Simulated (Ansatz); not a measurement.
# S₂F (quartet): PBE, BLYP, r2SCAN, B97M-V, PBE0, B3LYP over vertical spin and charge gaps, def2-QZVPP, part 2 of 2

Ansatz 0.2.0, Gaussian basis; def2-QZVPP, all electrons in the functionals. Earlier steps stand in the parts before.

### Step 19. B97M-V, charge 0, sextet

Input file in.yaml:

```yaml
crystal:
  periodic: [false, false, false]
  atoms:
    - {symbol: F, position_ang: [0.000000, 0.000000, 1.810100]}
    - {symbol: S, position_ang: [0.000000, 0.000000, 0.070000]}
    - {symbol: S, position_ang: [0.000000, 0.000000, -1.880100]}
basis:
  gaussian: {orbitals: "def2-QZVPP.json"}
magnetization: {spin_polarized: true, initial_magnetization: 5}
hamiltonian: {xc: {name: B97M-V}}
```

Command:

```console
$ ansatz run in.yaml --threads 1 --pin off --events-out ev --progress --plain --max-ram 2393MiB
```

The program printed, cut to the lines that bear on the results:

```text
Functional definition: B97M-V
  name "B97M-V"
  cite "Mardirossian & Head-Gordon, J. Chem. Phys. 142, 074111 (2015) doi:10.1063/1.4907719"
  cite "Becke, J. Chem. Phys. 107, 8554 (1997) doi:10.1063/1.475007"
  cite "Vydrov & Van Voorhis, J. Chem. Phys. 133, 244103 (2010) doi:10.1063/1.3521275"
  # Of w^i u^j: cxij and so on, Table III.
[...]
  gx(w, u) = cx00 + cx01*u + cx02*u^2 + (cx10 + cx11*u)*w
[...]
  gos(w, u) = cos00 + cos01*u + cos03*u^3 + cos10*w + cos32*w^3*u^2
[...]
      + integral(e_c_pw_mod_opposite_spin*gos(b97_w_opposite, b97_u_opposite)) + vv10(b, c)
835 factors; their error is unknown
[...]
mean field -24372.93431709 eV, -895.6888155848 hartree, gradient 8.9e-5 eV, S^2 8.761555; 1 other end points of the search recorded, 0 dependent functions left out
reference -24372.93436566 eV, -895.6888173696 hartree; 23, 18 occupied and 174, 179 virtual orbitals, 835 factors
Total energy: -24372.93436566 eV, -895.6888173696 hartree
```

Wall time 25 s (1 thread of Arm Neoverse V1, shared host); peak memory 0.43 GiB.

From the report: ⟨S²⟩ of the determinant 8.762 (pure sextet: 8.75).

From charge 0, quartet: +7.473 eV.

### Step 20. B97M-V, charge 1, triplet

Edit in.yaml of step 19 so:

```diff
@@ -8,3 +8,4 @@
   gaussian: {orbitals: "def2-QZVPP.json"}
-magnetization: {spin_polarized: true, initial_magnetization: 5}
+total_charge: 1
+magnetization: {spin_polarized: true, initial_magnetization: 2}
 hamiltonian: {xc: {name: B97M-V}}
```

The command is unchanged.

The program printed, cut to the lines that bear on the results:

```text
Functional definition: B97M-V
  name "B97M-V"
  cite "Mardirossian & Head-Gordon, J. Chem. Phys. 142, 074111 (2015) doi:10.1063/1.4907719"
  cite "Becke, J. Chem. Phys. 107, 8554 (1997) doi:10.1063/1.475007"
  cite "Vydrov & Van Voorhis, J. Chem. Phys. 133, 244103 (2010) doi:10.1063/1.3521275"
  # Of w^i u^j: cxij and so on, Table III.
[...]
  gx(w, u) = cx00 + cx01*u + cx02*u^2 + (cx10 + cx11*u)*w
[...]
  gos(w, u) = cos00 + cos01*u + cos03*u^3 + cos10*w + cos32*w^3*u^2
[...]
      + integral(e_c_pw_mod_opposite_spin*gos(b97_w_opposite, b97_u_opposite)) + vv10(b, c)
835 factors; their error is unknown
[...]
mean field -24370.45689856 eV, -895.5977721332 hartree, gradient 5.4e-5 eV, S^2 2.040638; 6 other end points of the search recorded, 0 dependent functions left out
reference -24370.45694641 eV, -895.5977738915 hartree; 21, 19 occupied and 176, 178 virtual orbitals, 835 factors
Total energy: -24370.45694641 eV, -895.5977738915 hartree
```

It took 60 s on 1 thread of Arm Neoverse V1, shared host; peak memory 0.46 GiB.

From the report: ⟨S²⟩ of the determinant 2.041 (pure triplet: 2.00).

From charge 0, quartet: +9.951 eV.

### Step 21. B97M-V, charge 1, quintet

Edit in.yaml of step 20 so:

```diff
@@ -9,3 +9,3 @@
 total_charge: 1
-magnetization: {spin_polarized: true, initial_magnetization: 2}
+magnetization: {spin_polarized: true, initial_magnetization: 4}
 hamiltonian: {xc: {name: B97M-V}}
```

Same command.

The program printed, cut to the lines that bear on the results:

```text
Functional definition: B97M-V
  name "B97M-V"
  cite "Mardirossian & Head-Gordon, J. Chem. Phys. 142, 074111 (2015) doi:10.1063/1.4907719"
  cite "Becke, J. Chem. Phys. 107, 8554 (1997) doi:10.1063/1.475007"
  cite "Vydrov & Van Voorhis, J. Chem. Phys. 133, 244103 (2010) doi:10.1063/1.3521275"
  # Of w^i u^j: cxij and so on, Table III.
[...]
  gx(w, u) = cx00 + cx01*u + cx02*u^2 + (cx10 + cx11*u)*w
[...]
  gos(w, u) = cos00 + cos01*u + cos03*u^3 + cos10*w + cos32*w^3*u^2
[...]
      + integral(e_c_pw_mod_opposite_spin*gos(b97_w_opposite, b97_u_opposite)) + vv10(b, c)
835 factors; their error is unknown
[...]
mean field -24368.84596783 eV, -895.5385715205 hartree, gradient 2.5e-5 eV, S^2 6.012502; 1 other end points of the search recorded, 0 dependent functions left out
reference -24368.84601743 eV, -895.5385733433 hartree; 22, 18 occupied and 175, 179 virtual orbitals, 835 factors
Total energy: -24368.84601743 eV, -895.5385733433 hartree
```

Wall time 25 s (1 thread of Arm Neoverse V1, shared host); peak memory 0.43 GiB.

From the report: ⟨S²⟩ of the determinant 6.013 (pure quintet: 6.00).

From charge 0, quartet: +11.562 eV.

### Step 22. PBE0, charge 0, quartet

Edit in.yaml of step 21 so:

```diff
@@ -8,4 +8,4 @@
   gaussian: {orbitals: "def2-QZVPP.json"}
-total_charge: 1
-magnetization: {spin_polarized: true, initial_magnetization: 4}
-hamiltonian: {xc: {name: B97M-V}}
+magnetization: {spin_polarized: true, initial_magnetization: 3}
+hamiltonian: {xc: {name: PBE0}}
+output: {orbitals: {seedname: orbitals}}
```

Launched as before.

The program printed, cut to the lines that bear on the results:

```text
Functional definition: PBE0
  name "PBE0"
  cite "Adamo & Barone, J. Chem. Phys. 110, 6158 (1999) doi:10.1063/1.478522"
  cite "Perdew, Burke & Ernzerhof, Phys. Rev. Lett. 77, 3865 (1996) doi:10.1103/PhysRevLett.77.3865"
  parent pbe
[...]
931 factors; their error is unknown
[...]
mean field -24377.07371100 eV, -895.8409355054 hartree, gradient 1.5e-5 eV, S^2 3.769978; 0 other end points of the search recorded, 0 dependent functions left out
reference -24377.07373390 eV, -895.8409363469 hartree; 22, 19 occupied and 175, 178 virtual orbitals, 931 factors
Total energy: -24377.07373390 eV, -895.8409363469 hartree
```

It took 8.5 s on 1 thread of Arm Neoverse V1, shared host; peak memory 0.42 GiB.

From the report: ⟨S²⟩ of the determinant 3.770 (pure quartet: 3.75).

### Step 23. PBE0, charge 0, doublet

Edit in.yaml of step 22 so:

```diff
@@ -8,3 +8,3 @@
   gaussian: {orbitals: "def2-QZVPP.json"}
-magnetization: {spin_polarized: true, initial_magnetization: 3}
+magnetization: {spin_polarized: true, initial_magnetization: 1}
 hamiltonian: {xc: {name: PBE0}}
```

Same command.

The program printed, cut to the lines that bear on the results:

```text
Functional definition: PBE0
  name "PBE0"
  cite "Adamo & Barone, J. Chem. Phys. 110, 6158 (1999) doi:10.1063/1.478522"
  cite "Perdew, Burke & Ernzerhof, Phys. Rev. Lett. 77, 3865 (1996) doi:10.1103/PhysRevLett.77.3865"
  parent pbe
[...]
931 factors; their error is unknown
[...]
mean field -24377.30557917 eV, -895.8494565035 hartree, gradient 1.7e-5 eV, S^2 0.951656; 6 other end points of the search recorded, 0 dependent functions left out
reference -24377.30560135 eV, -895.8494573183 hartree; 21, 20 occupied and 176, 177 virtual orbitals, 931 factors
Total energy: -24377.30560135 eV, -895.8494573183 hartree
```

It took 42 s on 1 thread of Arm Neoverse V1, shared host; peak memory 0.58 GiB.

From the report: ⟨S²⟩ of the determinant 0.952 (pure doublet: 0.75).

From charge 0, quartet: -0.232 eV.

### Step 24. PBE0, charge 0, sextet

Edit in.yaml of step 23 so:

```diff
@@ -8,3 +8,3 @@
   gaussian: {orbitals: "def2-QZVPP.json"}
-magnetization: {spin_polarized: true, initial_magnetization: 1}
+magnetization: {spin_polarized: true, initial_magnetization: 5}
 hamiltonian: {xc: {name: PBE0}}
```

Launched as before.

The program printed, cut to the lines that bear on the results:

```text
Functional definition: PBE0
  name "PBE0"
  cite "Adamo & Barone, J. Chem. Phys. 110, 6158 (1999) doi:10.1063/1.478522"
  cite "Perdew, Burke & Ernzerhof, Phys. Rev. Lett. 77, 3865 (1996) doi:10.1103/PhysRevLett.77.3865"
  parent pbe
[...]
931 factors; their error is unknown
[...]
mean field -24369.70643083 eV, -895.5701929526 hartree, gradient 4.7e-5 eV, S^2 8.762168; 0 other end points of the search recorded, 0 dependent functions left out
reference -24369.70645672 eV, -895.5701939042 hartree; 23, 18 occupied and 174, 179 virtual orbitals, 931 factors
Total energy: -24369.70645672 eV, -895.5701939042 hartree
```

Wall time 9.5 s (1 thread of Arm Neoverse V1, shared host); peak memory 0.43 GiB.

From the report: ⟨S²⟩ of the determinant 8.762 (pure sextet: 8.75).

From charge 0, quartet: +7.367 eV.

### Step 25. PBE0, charge 1, triplet

Edit in.yaml of step 24 so:

```diff
@@ -8,3 +8,4 @@
   gaussian: {orbitals: "def2-QZVPP.json"}
-magnetization: {spin_polarized: true, initial_magnetization: 5}
+total_charge: 1
+magnetization: {spin_polarized: true, initial_magnetization: 2}
 hamiltonian: {xc: {name: PBE0}}
```

Same command.

The program printed, cut to the lines that bear on the results:

```text
Functional definition: PBE0
  name "PBE0"
  cite "Adamo & Barone, J. Chem. Phys. 110, 6158 (1999) doi:10.1063/1.478522"
  cite "Perdew, Burke & Ernzerhof, Phys. Rev. Lett. 77, 3865 (1996) doi:10.1103/PhysRevLett.77.3865"
  parent pbe
[...]
931 factors; their error is unknown
[...]
mean field -24367.00927253 eV, -895.4710742132 hartree, gradient 1.7e-5 eV, S^2 2.099755; 2 other end points of the search recorded, 0 dependent functions left out
reference -24367.00929724 eV, -895.4710751216 hartree; 21, 19 occupied and 176, 178 virtual orbitals, 931 factors
Total energy: -24367.00929724 eV, -895.4710751216 hartree
```

It took 17 s on 1 thread of Arm Neoverse V1, shared host; peak memory 0.44 GiB.

From the report: ⟨S²⟩ of the determinant 2.100 (pure triplet: 2.00).

From charge 0, quartet: +10.064 eV.

### Step 26. PBE0, charge 1, quintet

Edit in.yaml of step 25 so:

```diff
@@ -9,3 +9,3 @@
 total_charge: 1
-magnetization: {spin_polarized: true, initial_magnetization: 2}
+magnetization: {spin_polarized: true, initial_magnetization: 4}
 hamiltonian: {xc: {name: PBE0}}
```

Launched as before.

The program printed, cut to the lines that bear on the results:

```text
Functional definition: PBE0
  name "PBE0"
  cite "Adamo & Barone, J. Chem. Phys. 110, 6158 (1999) doi:10.1063/1.478522"
  cite "Perdew, Burke & Ernzerhof, Phys. Rev. Lett. 77, 3865 (1996) doi:10.1103/PhysRevLett.77.3865"
  parent pbe
[...]
931 factors; their error is unknown
[...]
mean field -24365.53385216 eV, -895.4168535149 hartree, gradient 3.4e-5 eV, S^2 6.016775; 0 other end points of the search recorded, 0 dependent functions left out
reference -24365.53387865 eV, -895.4168544885 hartree; 22, 18 occupied and 175, 179 virtual orbitals, 931 factors
Total energy: -24365.53387865 eV, -895.4168544885 hartree
```

It took 9 s on 1 thread of Arm Neoverse V1, shared host; peak memory 0.42 GiB.

From the report: ⟨S²⟩ of the determinant 6.017 (pure quintet: 6.00).

From charge 0, quartet: +11.540 eV.

### Step 27. B3LYP, charge 0, quartet

Input file in.yaml:

```yaml
crystal:
  periodic: [false, false, false]
  atoms:
    - {symbol: F, position_ang: [0.000000, 0.000000, 1.810100]}
    - {symbol: S, position_ang: [0.000000, 0.000000, 0.070000]}
    - {symbol: S, position_ang: [0.000000, 0.000000, -1.880100]}
basis:
  gaussian: {orbitals: "def2-QZVPP.json"}
magnetization: {spin_polarized: true, initial_magnetization: 3}
hamiltonian: {xc: {name: B3LYP}}
```

Same command.

The program printed, cut to the lines that bear on the results:

```text
Functional definition: B3LYP
  name "B3LYP"
  cite "Stephens, Devlin, Chabalowski & Frisch, J. Phys. Chem. 98, 11623 (1994) doi:10.1021/j100096a001"
  cite "Becke, Phys. Rev. A 38, 3098 (1988) doi:10.1103/PhysRevA.38.3098"
  cite "Lee, Yang & Parr, Phys. Rev. B 37, 785 (1988) doi:10.1103/PhysRevB.37.785"
  cite "Vosko, Wilk & Nusair, Can. J. Phys. 58, 1200 (1980) doi:10.1139/p80-159"
[...]
881 factors; their error is unknown
[...]
mean field -24388.17969312 eV, -896.2490728203 hartree, gradient 2.3e-5 eV, S^2 3.765310; 0 other end points of the search recorded, 0 dependent functions left out
reference -24388.17987717 eV, -896.2490795841 hartree; 22, 19 occupied and 175, 178 virtual orbitals, 881 factors
Total energy: -24388.17987717 eV, -896.2490795841 hartree
```

Run time: 8.5 s. Hardware: 1 thread of Arm Neoverse V1, shared host; peak memory 0.41 GiB.

From the report: ⟨S²⟩ of the determinant 3.765 (pure quartet: 3.75).

### Step 28. B3LYP, charge 0, doublet

Edit in.yaml of step 27 so:

```diff
@@ -8,3 +8,3 @@
   gaussian: {orbitals: "def2-QZVPP.json"}
-magnetization: {spin_polarized: true, initial_magnetization: 3}
+magnetization: {spin_polarized: true, initial_magnetization: 1}
 hamiltonian: {xc: {name: B3LYP}}
```

The command is unchanged.

The program printed, cut to the lines that bear on the results:

```text
Functional definition: B3LYP
  name "B3LYP"
  cite "Stephens, Devlin, Chabalowski & Frisch, J. Phys. Chem. 98, 11623 (1994) doi:10.1021/j100096a001"
  cite "Becke, Phys. Rev. A 38, 3098 (1988) doi:10.1103/PhysRevA.38.3098"
  cite "Lee, Yang & Parr, Phys. Rev. B 37, 785 (1988) doi:10.1103/PhysRevB.37.785"
  cite "Vosko, Wilk & Nusair, Can. J. Phys. 58, 1200 (1980) doi:10.1139/p80-159"
[...]
881 factors; their error is unknown
[...]
mean field -24388.57148930 eV, -896.2634710643 hartree, gradient 3.4e-6 eV, S^2 0.755191; 4 other end points of the search recorded, 0 dependent functions left out
reference -24388.57167546 eV, -896.2634779055 hartree; 21, 20 occupied and 176, 177 virtual orbitals, 881 factors
Total energy: -24388.57167546 eV, -896.2634779055 hartree
```

Wall time 34 s (1 thread of Arm Neoverse V1, shared host); peak memory 0.61 GiB.

From the report: ⟨S²⟩ of the determinant 0.755 (pure doublet: 0.75).

From charge 0, quartet: -0.392 eV.

### Step 29. B3LYP, charge 0, sextet

Edit in.yaml of step 28 so:

```diff
@@ -8,3 +8,3 @@
   gaussian: {orbitals: "def2-QZVPP.json"}
-magnetization: {spin_polarized: true, initial_magnetization: 1}
+magnetization: {spin_polarized: true, initial_magnetization: 5}
 hamiltonian: {xc: {name: B3LYP}}
```

Launched as before.

The program printed, cut to the lines that bear on the results:

```text
Functional definition: B3LYP
  name "B3LYP"
  cite "Stephens, Devlin, Chabalowski & Frisch, J. Phys. Chem. 98, 11623 (1994) doi:10.1021/j100096a001"
  cite "Becke, Phys. Rev. A 38, 3098 (1988) doi:10.1103/PhysRevA.38.3098"
  cite "Lee, Yang & Parr, Phys. Rev. B 37, 785 (1988) doi:10.1103/PhysRevB.37.785"
  cite "Vosko, Wilk & Nusair, Can. J. Phys. 58, 1200 (1980) doi:10.1139/p80-159"
[...]
881 factors; their error is unknown
[...]
mean field -24380.70892173 eV, -895.9745270354 hartree, gradient 3.3e-5 eV, S^2 8.760220; 1 other end points of the search recorded, 0 dependent functions left out
reference -24380.70912539 eV, -895.9745345199 hartree; 23, 18 occupied and 174, 179 virtual orbitals, 881 factors
Total energy: -24380.70912539 eV, -895.9745345199 hartree
```

Run time: 13 s. Hardware: 1 thread of Arm Neoverse V1, shared host; peak memory 0.43 GiB.

From the report: ⟨S²⟩ of the determinant 8.760 (pure sextet: 8.75).

From charge 0, quartet: +7.471 eV.

### Step 30. B3LYP, charge 1, triplet

Edit in.yaml of step 29 so:

```diff
@@ -8,3 +8,4 @@
   gaussian: {orbitals: "def2-QZVPP.json"}
-magnetization: {spin_polarized: true, initial_magnetization: 5}
+total_charge: 1
+magnetization: {spin_polarized: true, initial_magnetization: 2}
 hamiltonian: {xc: {name: B3LYP}}
```

The command is unchanged.

The program printed, cut to the lines that bear on the results:

```text
Functional definition: B3LYP
  name "B3LYP"
  cite "Stephens, Devlin, Chabalowski & Frisch, J. Phys. Chem. 98, 11623 (1994) doi:10.1021/j100096a001"
  cite "Becke, Phys. Rev. A 38, 3098 (1988) doi:10.1103/PhysRevA.38.3098"
  cite "Lee, Yang & Parr, Phys. Rev. B 37, 785 (1988) doi:10.1103/PhysRevB.37.785"
  cite "Vosko, Wilk & Nusair, Can. J. Phys. 58, 1200 (1980) doi:10.1139/p80-159"
[...]
881 factors; their error is unknown
[...]
mean field -24378.20232551 eV, -895.8824113236 hartree, gradient 3.4e-5 eV, S^2 2.040084; 4 other end points of the search recorded, 0 dependent functions left out
reference -24378.20252559 eV, -895.8824186763 hartree; 21, 19 occupied and 176, 178 virtual orbitals, 881 factors
Total energy: -24378.20252559 eV, -895.8824186763 hartree
```

It took 22 s on 1 thread of Arm Neoverse V1, shared host; peak memory 0.43 GiB.

From the report: ⟨S²⟩ of the determinant 2.040 (pure triplet: 2.00).

From charge 0, quartet: +9.977 eV.

### Step 31. B3LYP, charge 1, quintet

Edit in.yaml of step 30 so:

```diff
@@ -9,3 +9,3 @@
 total_charge: 1
-magnetization: {spin_polarized: true, initial_magnetization: 2}
+magnetization: {spin_polarized: true, initial_magnetization: 4}
 hamiltonian: {xc: {name: B3LYP}}
```

Launched as before.

The program printed, cut to the lines that bear on the results:

```text
Functional definition: B3LYP
  name "B3LYP"
  cite "Stephens, Devlin, Chabalowski & Frisch, J. Phys. Chem. 98, 11623 (1994) doi:10.1021/j100096a001"
  cite "Becke, Phys. Rev. A 38, 3098 (1988) doi:10.1103/PhysRevA.38.3098"
  cite "Lee, Yang & Parr, Phys. Rev. B 37, 785 (1988) doi:10.1103/PhysRevB.37.785"
  cite "Vosko, Wilk & Nusair, Can. J. Phys. 58, 1200 (1980) doi:10.1139/p80-159"
[...]
881 factors; their error is unknown
[...]
mean field -24376.54870971 eV, -895.8216420637 hartree, gradient 1.9e-5 eV, S^2 6.013207; 0 other end points of the search recorded, 0 dependent functions left out
reference -24376.54891417 eV, -895.8216495775 hartree; 22, 18 occupied and 175, 179 virtual orbitals, 881 factors
Total energy: -24376.54891417 eV, -895.8216495775 hartree
```

Wall time 9 s (1 thread of Arm Neoverse V1, shared host); peak memory 0.41 GiB.

From the report: ⟨S²⟩ of the determinant 6.013 (pure quintet: 6.00).

From charge 0, quartet: +11.631 eV.

### Step 32. The comparison

No level is safe as a reference over these points; UCCSD(T) serves as a yardstick only. It and the other wave-function rows come from earlier runs at the same points. Energies in eV, counted from charge 0, quartet; blanks weren't run or aren't comparable.

| level | quartet to doublet | quartet to sextet | ionisation to the triplet cation | ionisation to the quintet cation |
| --- | --- | --- | --- | --- |
| UCCSD(T) | -0.423 | 7.547 | 9.967 | 11.625 |
| PBE | -0.592 | 7.368 | 9.687 | 11.538 |
| BLYP | -0.663 | 7.449 | 9.503 | 11.439 |
| r2SCAN | -0.227 | 7.410 | 9.990 | 11.536 |
| B97M-V | -0.344 | 7.473 | 9.951 | 11.562 |
| PBE0 | -0.232 | 7.367 | 10.064 | 11.540 |
| B3LYP | -0.392 | 7.471 | 9.977 | 11.631 |
| ROHF | 0.570 | 6.522 | 10.009 | 10.008 |
| UHF | 0.511 | 6.729 | 9.251 | 10.001 |
| UMP2 | 0.066 | 7.589 | 10.827 | 11.895 |

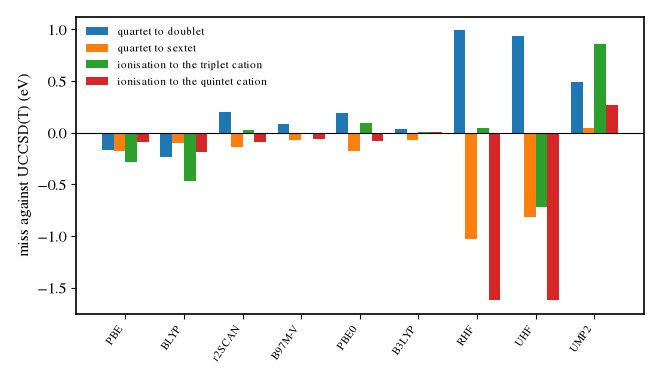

Misses of the gaps against UCCSD(T).

Largest miss and mean time a point (UCCSD(T) took 3.1 min a point; shared hosts):

| level | largest miss (eV) | where | time a point |
| --- | --- | --- | --- |
| PBE | -0.281 | ionisation to the triplet cation | 23 s |
| BLYP | -0.465 | ionisation to the triplet cation | 22 s |
| r2SCAN | +0.196 | quartet to doublet | 41 s |
| B97M-V | +0.079 | quartet to doublet | 52 s |
| PBE0 | +0.191 | quartet to doublet | 17 s |
| B3LYP | -0.076 | quartet to sextet | 17 s |
| ROHF | -1.617 | ionisation to the quintet cation |  |
| UHF | -1.624 | ionisation to the quintet cation |  |
| UMP2 | +0.860 | ionisation to the triplet cation |  |

### Step 33. Outcome

The summary covers parts 1 to 2.

```
                                  quantity                                         value
              quartet to doublet, UCCSD(T)                                     -0.423 eV
               quartet to sextet, UCCSD(T)                                      7.547 eV
ionisation to the triplet cation, UCCSD(T)                                      9.967 eV
ionisation to the quintet cation, UCCSD(T)                                     11.625 eV
                         largest miss, PBE  -0.281 eV (ionisation to the triplet cation)
                        largest miss, BLYP  -0.465 eV (ionisation to the triplet cation)
                      largest miss, r2SCAN                +0.196 eV (quartet to doublet)
                      largest miss, B97M-V                +0.079 eV (quartet to doublet)
                        largest miss, PBE0                +0.191 eV (quartet to doublet)
                       largest miss, B3LYP                 -0.076 eV (quartet to sextet)
```

In words: Of the functionals, B3LYP keep the smallest largest miss at the points compared (at most 0.076 eV) and BLYP strays most (0.465 eV, at ionisation to the triplet cation). Functionals and the yardstick converge differently with the basis, so part of each miss in def2-QZVPP is the basis. The yardstick itself may be off where one determinant is a poor start.
